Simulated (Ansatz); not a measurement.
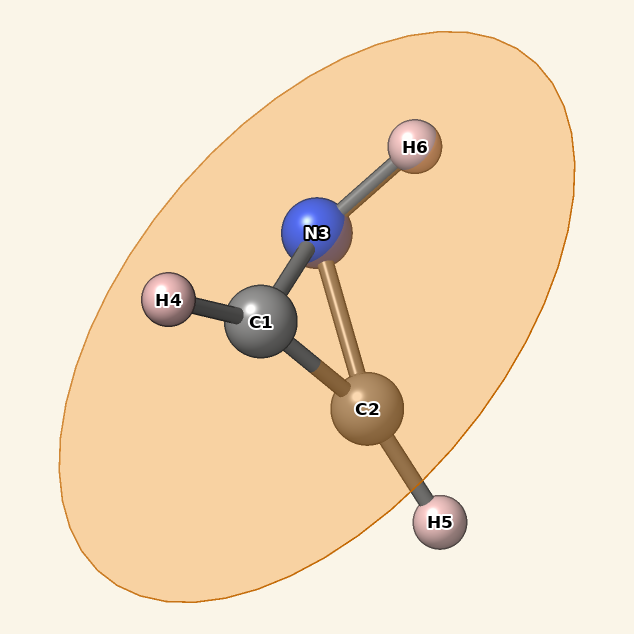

A disc through the centre of mass is drawn in. Distant atoms are faded towards the background colour. The computed structure is the end point of a PBE0-D4/def2-TZVP optimisation.

> Is the plane of the disc a mirror plane of the structure?

Yes. The reflection leaves N3, H6 in place and moves C1 ↔ C2; H4 ↔ H5. The point group is Cs.
